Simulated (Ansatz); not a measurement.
# BGeH₄ (doublet): B3LYP, r2SCAN0 over a scan of the distance Ge1–B2, cc-pVDZ, part 2 of 2

Ansatz 0.2.0, Gaussian basis; cc-pVDZ, all electrons in the functionals. Earlier steps stand in the parts before.

### 14 r2SCAN0, 1.777 Å

in.yaml

```yaml
crystal:
  periodic: [false, false, false]
  atoms:
    - {symbol: Ge, position_ang: [0.000000, 0.000000, 0.253513]}
    - {symbol: B, position_ang: [0.000000, 0.000000, -1.523487]}
    - {symbol: H, position_ang: [0.000000, 1.255258, 1.138160]}
    - {symbol: H, position_ang: [0.000000, -1.255258, 1.138160]}
    - {symbol: H, position_ang: [0.000000, 1.042369, -2.102896]}
    - {symbol: H, position_ang: [0.000000, -1.042369, -2.102896]}
basis:
  gaussian: {orbitals: cc-pVDZ}
magnetization: {spin_polarized: true, initial_magnetization: 1}
hamiltonian: {xc: {name: r2SCAN0}}
```

Command:

```
> ansatz run in.yaml --threads 1 --pin off --events-out ev --progress --plain --max-ram 2393MiB
```

Output, shortened:

```text
Functional definition: r2SCAN0
  name "r2SCAN0"
  cite "Bursch, Neugebauer, Ehlert & Grimme, J. Chem. Phys. 156, 134105 (2022) doi:10.1063/5.0086040"
  cite "Furness, Kaplan, Ning, Perdew & Sun, J. Phys. Chem. Lett. 11, 8208 (2020) doi:10.1021/acs.jpclett.0c02405"
  cite "Furness, Kaplan, Ning, Perdew & Sun, J. Phys. Chem. Lett. 11, 9248 (2020) doi:10.1021/acs.jpclett.0c03077"
  parent r2scan
[...]
630 factors; integrals over basis functions are off by at most 1.1e-3 eV
[...]
mean field -57255.15785457 eV, -2104.0882422156 hartree, gradient 3.1e-5 eV, S^2 0.755051; 0 other end points of the search recorded, 0 dependent functions left out
reference -57255.15786275 eV, -2104.0882425164 hartree; 21, 20 occupied and 40, 41 virtual orbitals, 630 factors
Total energy: -57255.15786275 eV, -2104.0882425164 hartree
```

It took 6.5 s on 1 thread of Arm Neoverse V1, shared host.

From the report: ⟨S²⟩ of the determinant 0.755 (pure doublet: 0.75).

### 15 r2SCAN0, 1.974 Å

in.yaml

```yaml
crystal:
  periodic: [false, false, false]
  atoms:
    - {symbol: Ge, position_ang: [0.000000, 0.000000, 0.282333]}
    - {symbol: B, position_ang: [0.000000, 0.000000, -1.691224]}
    - {symbol: H, position_ang: [0.000000, 1.255258, 1.166980]}
    - {symbol: H, position_ang: [0.000000, -1.255258, 1.166980]}
    - {symbol: H, position_ang: [0.000000, 1.042369, -2.270633]}
    - {symbol: H, position_ang: [0.000000, -1.042369, -2.270633]}
basis:
  gaussian: {orbitals: cc-pVDZ}
magnetization: {spin_polarized: true, initial_magnetization: 1}
hamiltonian: {xc: {name: r2SCAN0}}
```

The command is unchanged.

Output, shortened:

```text
Functional definition: r2SCAN0
  name "r2SCAN0"
  cite "Bursch, Neugebauer, Ehlert & Grimme, J. Chem. Phys. 156, 134105 (2022) doi:10.1063/5.0086040"
  cite "Furness, Kaplan, Ning, Perdew & Sun, J. Phys. Chem. Lett. 11, 8208 (2020) doi:10.1021/acs.jpclett.0c02405"
  cite "Furness, Kaplan, Ning, Perdew & Sun, J. Phys. Chem. Lett. 11, 9248 (2020) doi:10.1021/acs.jpclett.0c03077"
  parent r2scan
[...]
630 factors; integrals over basis functions are off by at most 1.1e-3 eV
[...]
mean field -57255.58713755 eV, -2104.1040180742 hartree, gradient 4.6e-5 eV, S^2 0.755393; 0 other end points of the search recorded, 0 dependent functions left out
reference -57255.58714592 eV, -2104.1040183816 hartree; 21, 20 occupied and 40, 41 virtual orbitals, 630 factors
Total energy: -57255.58714592 eV, -2104.1040183816 hartree
```

It took 6.5 s on 1 thread of Arm Neoverse V1, shared host.

From the report: ⟨S²⟩ of the determinant 0.755 (pure doublet: 0.75).

### 16 r2SCAN0, 2.130 Å

in.yaml

```yaml
crystal:
  periodic: [false, false, false]
  atoms:
    - {symbol: Ge, position_ang: [0.000000, 0.000000, 0.305271]}
    - {symbol: B, position_ang: [0.000000, 0.000000, -1.824729]}
    - {symbol: H, position_ang: [0.000000, 1.255258, 1.189918]}
    - {symbol: H, position_ang: [0.000000, -1.255258, 1.189918]}
    - {symbol: H, position_ang: [0.000000, 1.042369, -2.404138]}
    - {symbol: H, position_ang: [0.000000, -1.042369, -2.404138]}
basis:
  gaussian: {orbitals: cc-pVDZ}
magnetization: {spin_polarized: true, initial_magnetization: 1}
hamiltonian: {xc: {name: r2SCAN0}}
```

The command is unchanged.

Output, shortened:

```text
Functional definition: r2SCAN0
  name "r2SCAN0"
  cite "Bursch, Neugebauer, Ehlert & Grimme, J. Chem. Phys. 156, 134105 (2022) doi:10.1063/5.0086040"
  cite "Furness, Kaplan, Ning, Perdew & Sun, J. Phys. Chem. Lett. 11, 8208 (2020) doi:10.1021/acs.jpclett.0c02405"
  cite "Furness, Kaplan, Ning, Perdew & Sun, J. Phys. Chem. Lett. 11, 9248 (2020) doi:10.1021/acs.jpclett.0c03077"
  parent r2scan
[...]
630 factors; integrals over basis functions are off by at most 1.1e-3 eV
[...]
mean field -57255.41646146 eV, -2104.0977458435 hartree, gradient 6.0e-5 eV, S^2 0.755782; 0 other end points of the search recorded, 0 dependent functions left out
reference -57255.41646998 eV, -2104.0977461567 hartree; 21, 20 occupied and 40, 41 virtual orbitals, 630 factors
Total energy: -57255.41646998 eV, -2104.0977461567 hartree
```

Run time: 6.5 s. Hardware: 1 thread of Arm Neoverse V1, shared host.

From the report: ⟨S²⟩ of the determinant 0.756 (pure doublet: 0.75).

From 1.974 Å: +0.171 eV.

### 17 r2SCAN0, 2.450 Å

in.yaml

```yaml
crystal:
  periodic: [false, false, false]
  atoms:
    - {symbol: Ge, position_ang: [0.000000, 0.000000, 0.352190]}
    - {symbol: B, position_ang: [0.000000, 0.000000, -2.097810]}
    - {symbol: H, position_ang: [0.000000, 1.255258, 1.236837]}
    - {symbol: H, position_ang: [0.000000, -1.255258, 1.236837]}
    - {symbol: H, position_ang: [0.000000, 1.042369, -2.677219]}
    - {symbol: H, position_ang: [0.000000, -1.042369, -2.677219]}
basis:
  gaussian: {orbitals: cc-pVDZ}
magnetization: {spin_polarized: true, initial_magnetization: 1}
hamiltonian: {xc: {name: r2SCAN0}}
```

Launched as before.

Output, shortened:

```text
Functional definition: r2SCAN0
  name "r2SCAN0"
  cite "Bursch, Neugebauer, Ehlert & Grimme, J. Chem. Phys. 156, 134105 (2022) doi:10.1063/5.0086040"
  cite "Furness, Kaplan, Ning, Perdew & Sun, J. Phys. Chem. Lett. 11, 8208 (2020) doi:10.1021/acs.jpclett.0c02405"
  cite "Furness, Kaplan, Ning, Perdew & Sun, J. Phys. Chem. Lett. 11, 9248 (2020) doi:10.1021/acs.jpclett.0c03077"
  parent r2scan
[...]
632 factors; integrals over basis functions are off by at most 1.2e-3 eV
[...]
mean field -57254.52343387 eV, -2104.0649276850 hartree, gradient 4.8e-5 eV, S^2 0.757571; 0 other end points of the search recorded, 0 dependent functions left out
reference -57254.52344271 eV, -2104.0649280099 hartree; 21, 20 occupied and 40, 41 virtual orbitals, 632 factors
Total energy: -57254.52344271 eV, -2104.0649280099 hartree
```

It took 7 s on 1 thread of Arm Neoverse V1, shared host.

From the report: ⟨S²⟩ of the determinant 0.758 (pure doublet: 0.75).

From 1.974 Å: +1.064 eV.

### 18 r2SCAN0, 2.779 Å

in.yaml

```yaml
crystal:
  periodic: [false, false, false]
  atoms:
    - {symbol: Ge, position_ang: [0.000000, 0.000000, 0.400428]}
    - {symbol: B, position_ang: [0.000000, 0.000000, -2.378572]}
    - {symbol: H, position_ang: [0.000000, 1.255258, 1.285075]}
    - {symbol: H, position_ang: [0.000000, -1.255258, 1.285075]}
    - {symbol: H, position_ang: [0.000000, 1.042369, -2.957981]}
    - {symbol: H, position_ang: [0.000000, -1.042369, -2.957981]}
basis:
  gaussian: {orbitals: cc-pVDZ}
magnetization: {spin_polarized: true, initial_magnetization: 1}
hamiltonian: {xc: {name: r2SCAN0}}
```

The command is unchanged.

Output, shortened:

```text
Functional definition: r2SCAN0
  name "r2SCAN0"
  cite "Bursch, Neugebauer, Ehlert & Grimme, J. Chem. Phys. 156, 134105 (2022) doi:10.1063/5.0086040"
  cite "Furness, Kaplan, Ning, Perdew & Sun, J. Phys. Chem. Lett. 11, 8208 (2020) doi:10.1021/acs.jpclett.0c02405"
  cite "Furness, Kaplan, Ning, Perdew & Sun, J. Phys. Chem. Lett. 11, 9248 (2020) doi:10.1021/acs.jpclett.0c03077"
  parent r2scan
[...]
632 factors; integrals over basis functions are off by at most 1.2e-3 eV
[...]
mean field -57253.45604530 eV, -2104.0257018784 hartree, gradient 5.0e-5 eV, S^2 0.771366; 2 other end points of the search recorded, 0 dependent functions left out
reference -57253.45605446 eV, -2104.0257022152 hartree; 21, 20 occupied and 40, 41 virtual orbitals, 632 factors
Total energy: -57253.45605446 eV, -2104.0257022152 hartree
```

It took 9 s on 1 thread of Arm Neoverse V1, shared host.

From the report: ⟨S²⟩ of the determinant 0.771 (pure doublet: 0.75).

From 1.974 Å: +2.131 eV.

### 19 r2SCAN0, 3.146 Å

in.yaml

```yaml
crystal:
  periodic: [false, false, false]
  atoms:
    - {symbol: Ge, position_ang: [0.000000, 0.000000, 0.454239]}
    - {symbol: B, position_ang: [0.000000, 0.000000, -2.691761]}
    - {symbol: H, position_ang: [0.000000, 1.255258, 1.338886]}
    - {symbol: H, position_ang: [0.000000, -1.255258, 1.338886]}
    - {symbol: H, position_ang: [0.000000, 1.042369, -3.271170]}
    - {symbol: H, position_ang: [0.000000, -1.042369, -3.271170]}
basis:
  gaussian: {orbitals: cc-pVDZ}
magnetization: {spin_polarized: true, initial_magnetization: 1}
hamiltonian: {xc: {name: r2SCAN0}}
```

Launched as before.

Output, shortened:

```text
Functional definition: r2SCAN0
  name "r2SCAN0"
  cite "Bursch, Neugebauer, Ehlert & Grimme, J. Chem. Phys. 156, 134105 (2022) doi:10.1063/5.0086040"
  cite "Furness, Kaplan, Ning, Perdew & Sun, J. Phys. Chem. Lett. 11, 8208 (2020) doi:10.1021/acs.jpclett.0c02405"
  cite "Furness, Kaplan, Ning, Perdew & Sun, J. Phys. Chem. Lett. 11, 9248 (2020) doi:10.1021/acs.jpclett.0c03077"
  parent r2scan
[...]
632 factors; integrals over basis functions are off by at most 1.2e-3 eV
[...]
mean field -57252.50051893 eV, -2103.9905869320 hartree, gradient 1.5e-5 eV, S^2 1.100881; 3 other end points of the search recorded, 0 dependent functions left out
reference -57252.50052851 eV, -2103.9905872842 hartree; 21, 20 occupied and 40, 41 virtual orbitals, 632 factors
Total energy: -57252.50052851 eV, -2103.9905872842 hartree
```

It took 13 s on 1 thread of Arm Neoverse V1, shared host.

From the report: ⟨S²⟩ of the determinant 1.101 (pure doublet: 0.75).

From 1.974 Å: +3.087 eV.

### 20 r2SCAN0, 3.691 Å

in.yaml

```yaml
crystal:
  periodic: [false, false, false]
  atoms:
    - {symbol: Ge, position_ang: [0.000000, 0.000000, 0.534147]}
    - {symbol: B, position_ang: [0.000000, 0.000000, -3.156853]}
    - {symbol: H, position_ang: [0.000000, 1.255258, 1.418794]}
    - {symbol: H, position_ang: [0.000000, -1.255258, 1.418794]}
    - {symbol: H, position_ang: [0.000000, 1.042369, -3.736262]}
    - {symbol: H, position_ang: [0.000000, -1.042369, -3.736262]}
basis:
  gaussian: {orbitals: cc-pVDZ}
magnetization: {spin_polarized: true, initial_magnetization: 1}
hamiltonian: {xc: {name: r2SCAN0}}
```

Launched as before.

Output, shortened:

```text
Functional definition: r2SCAN0
  name "r2SCAN0"
  cite "Bursch, Neugebauer, Ehlert & Grimme, J. Chem. Phys. 156, 134105 (2022) doi:10.1063/5.0086040"
  cite "Furness, Kaplan, Ning, Perdew & Sun, J. Phys. Chem. Lett. 11, 8208 (2020) doi:10.1021/acs.jpclett.0c02405"
  cite "Furness, Kaplan, Ning, Perdew & Sun, J. Phys. Chem. Lett. 11, 9248 (2020) doi:10.1021/acs.jpclett.0c03077"
  parent r2scan
[...]
632 factors; integrals over basis functions are off by at most 1.2e-3 eV
[...]
mean field -57252.07061092 eV, -2103.9747881041 hartree, gradient 1.4e-5 eV, S^2 1.133609; 7 other end points of the search recorded, 0 dependent functions left out
reference -57252.07062098 eV, -2103.9747884738 hartree; 21, 20 occupied and 40, 41 virtual orbitals, 632 factors
Total energy: -57252.07062098 eV, -2103.9747884738 hartree
```

It took 18 s on 1 thread of Arm Neoverse V1, shared host.

From the report: ⟨S²⟩ of the determinant 1.134 (pure doublet: 0.75).

From 1.974 Å: +3.517 eV.

### 21 r2SCAN0, 4.282 Å

in.yaml

```yaml
crystal:
  periodic: [false, false, false]
  atoms:
    - {symbol: Ge, position_ang: [0.000000, 0.000000, 0.620801]}
    - {symbol: B, position_ang: [0.000000, 0.000000, -3.661199]}
    - {symbol: H, position_ang: [0.000000, 1.255258, 1.505448]}
    - {symbol: H, position_ang: [0.000000, -1.255258, 1.505448]}
    - {symbol: H, position_ang: [0.000000, 1.042369, -4.240608]}
    - {symbol: H, position_ang: [0.000000, -1.042369, -4.240608]}
basis:
  gaussian: {orbitals: cc-pVDZ}
magnetization: {spin_polarized: true, initial_magnetization: 1}
hamiltonian: {xc: {name: r2SCAN0}}
```

Launched as before.

Output, shortened:

```text
Functional definition: r2SCAN0
  name "r2SCAN0"
  cite "Bursch, Neugebauer, Ehlert & Grimme, J. Chem. Phys. 156, 134105 (2022) doi:10.1063/5.0086040"
  cite "Furness, Kaplan, Ning, Perdew & Sun, J. Phys. Chem. Lett. 11, 8208 (2020) doi:10.1021/acs.jpclett.0c02405"
  cite "Furness, Kaplan, Ning, Perdew & Sun, J. Phys. Chem. Lett. 11, 9248 (2020) doi:10.1021/acs.jpclett.0c03077"
  parent r2scan
[...]
632 factors; integrals over basis functions are off by at most 1.2e-3 eV
[...]
mean field -57252.07836997 eV, -2103.9750732440 hartree, gradient 1.4e-5 eV, S^2 1.099729; 7 other end points of the search recorded, 0 dependent functions left out
reference -57252.07838060 eV, -2103.9750736343 hartree; 21, 20 occupied and 40, 41 virtual orbitals, 632 factors
Total energy: -57252.07838060 eV, -2103.9750736343 hartree
```

It took 18 s on 1 thread of Arm Neoverse V1, shared host.

From the report: ⟨S²⟩ of the determinant 1.100 (pure doublet: 0.75).

From 1.974 Å: +3.509 eV.

### 22 r2SCAN0, 5.232 Å

in.yaml

```yaml
crystal:
  periodic: [false, false, false]
  atoms:
    - {symbol: Ge, position_ang: [0.000000, 0.000000, 0.760092]}
    - {symbol: B, position_ang: [0.000000, 0.000000, -4.471908]}
    - {symbol: H, position_ang: [0.000000, 1.255258, 1.644739]}
    - {symbol: H, position_ang: [0.000000, -1.255258, 1.644739]}
    - {symbol: H, position_ang: [0.000000, 1.042369, -5.051317]}
    - {symbol: H, position_ang: [0.000000, -1.042369, -5.051317]}
basis:
  gaussian: {orbitals: cc-pVDZ}
magnetization: {spin_polarized: true, initial_magnetization: 1}
hamiltonian: {xc: {name: r2SCAN0}}
```

Same command.

Output, shortened:

```text
Functional definition: r2SCAN0
  name "r2SCAN0"
  cite "Bursch, Neugebauer, Ehlert & Grimme, J. Chem. Phys. 156, 134105 (2022) doi:10.1063/5.0086040"
  cite "Furness, Kaplan, Ning, Perdew & Sun, J. Phys. Chem. Lett. 11, 8208 (2020) doi:10.1021/acs.jpclett.0c02405"
  cite "Furness, Kaplan, Ning, Perdew & Sun, J. Phys. Chem. Lett. 11, 9248 (2020) doi:10.1021/acs.jpclett.0c03077"
  parent r2scan
[...]
632 factors; integrals over basis functions are off by at most 1.2e-3 eV
[...]
mean field -57252.08029334 eV, -2103.9751439266 hartree, gradient 1.3e-5 eV, S^2 1.082939; 7 other end points of the search recorded, 0 dependent functions left out
reference -57252.08030472 eV, -2103.9751443445 hartree; 21, 20 occupied and 40, 41 virtual orbitals, 632 factors
Total energy: -57252.08030472 eV, -2103.9751443445 hartree
```

It took 16 s on 1 thread of Arm Neoverse V1, shared host.

From the report: ⟨S²⟩ of the determinant 1.083 (pure doublet: 0.75).

From 1.974 Å: +3.507 eV.

### 23 r2SCAN0, 6.777 Å

in.yaml

```yaml
crystal:
  periodic: [false, false, false]
  atoms:
    - {symbol: Ge, position_ang: [0.000000, 0.000000, 0.986622]}
    - {symbol: B, position_ang: [0.000000, 0.000000, -5.790378]}
    - {symbol: H, position_ang: [0.000000, 1.255258, 1.871269]}
    - {symbol: H, position_ang: [0.000000, -1.255258, 1.871269]}
    - {symbol: H, position_ang: [0.000000, 1.042369, -6.369787]}
    - {symbol: H, position_ang: [0.000000, -1.042369, -6.369787]}
basis:
  gaussian: {orbitals: cc-pVDZ}
magnetization: {spin_polarized: true, initial_magnetization: 1}
hamiltonian: {xc: {name: r2SCAN0}}
```

Launched as before.

Output, shortened:

```text
Functional definition: r2SCAN0
  name "r2SCAN0"
  cite "Bursch, Neugebauer, Ehlert & Grimme, J. Chem. Phys. 156, 134105 (2022) doi:10.1063/5.0086040"
  cite "Furness, Kaplan, Ning, Perdew & Sun, J. Phys. Chem. Lett. 11, 8208 (2020) doi:10.1021/acs.jpclett.0c02405"
  cite "Furness, Kaplan, Ning, Perdew & Sun, J. Phys. Chem. Lett. 11, 9248 (2020) doi:10.1021/acs.jpclett.0c03077"
  parent r2scan
[...]
632 factors; integrals over basis functions are off by at most 1.2e-3 eV
[...]
mean field -57252.08204511 eV, -2103.9752083027 hartree, gradient 1.0e-5 eV, S^2 1.076586; 7 other end points of the search recorded, 0 dependent functions left out
reference -57252.08205746 eV, -2103.9752087567 hartree; 21, 20 occupied and 40, 41 virtual orbitals, 632 factors
Total energy: -57252.08205746 eV, -2103.9752087567 hartree
```

Run time: 16 s. Hardware: 1 thread of Arm Neoverse V1, shared host.

From the report: ⟨S²⟩ of the determinant 1.077 (pure doublet: 0.75).

From 1.974 Å: +3.505 eV.

### 24 Against the wave-function levels

The yardstick is UCCSDT(Q), where the cluster series has nearly closed. It comes from earlier runs at the same points. Energies in eV, counted from 1.974 Å; blanks weren't run or aren't comparable.

```
    level  1.616 Å  1.777 Å  1.974 Å  2.130 Å  2.450 Å  2.779 Å  3.146 Å  3.691 Å  4.282 Å  5.232 Å  6.777 Å
UCCSDT(Q)    2.149    0.575    0.000    0.091    0.874    1.848             3.263    3.199    3.173    3.166
    B3LYP    1.899    0.475    0.000    0.128    0.935    1.929    2.912    3.305    3.273    3.254    3.244
  r2SCAN0    1.830    0.429    0.000    0.171    1.064    2.131    3.087    3.517    3.509    3.507    3.505
```

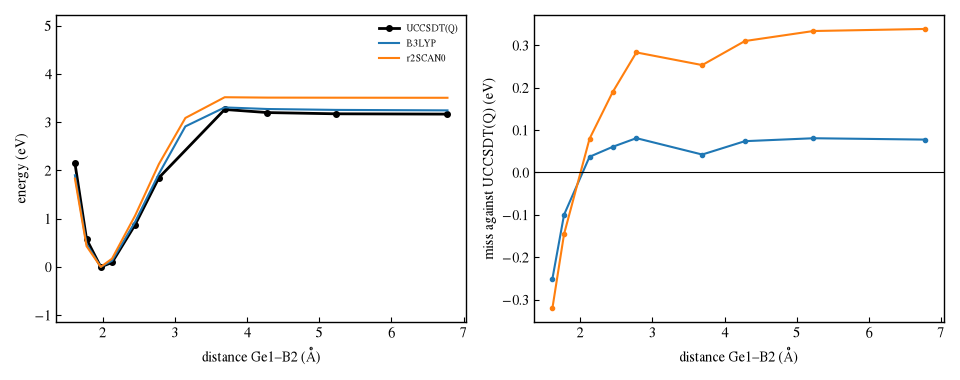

Left: the curves (the axis may cut off levels that run far away). Right: misses against UCCSDT(Q), in the same colours.

Largest miss and mean time a point (UCCSDT(Q) took 91 s a point; shared hosts):

```
  level  largest miss (eV)    where  time a point
  B3LYP             -0.250  1.616 Å           4 s
r2SCAN0             +0.339  6.777 Å          11 s
```

### 25 Summary of results

This closing draws on all 2 parts.

```
                                              quantity                value
span of the UCCSDT(Q) curve (points where it is known)             3.263 eV
                                   largest miss, B3LYP  -0.250 eV (1.616 Å)
                                 largest miss, r2SCAN0  +0.339 eV (6.777 Å)
```

What this shows: Misses are known at 9 of 10 points at best, and only functionals with that many are ranked. Of the functionals, B3LYP keep the smallest largest miss at the points compared (at most 0.250 eV) and r2SCAN0 strays most (0.339 eV, at 6.777 Å). r2SCAN0 clearly breaks the spin symmetry at some points (⟨S²⟩ up to 0.38 above the pure value), so energy there is bought with a mixed spin. Functionals and the yardstick converge differently with the basis, so part of each miss in cc-pVDZ is the basis.
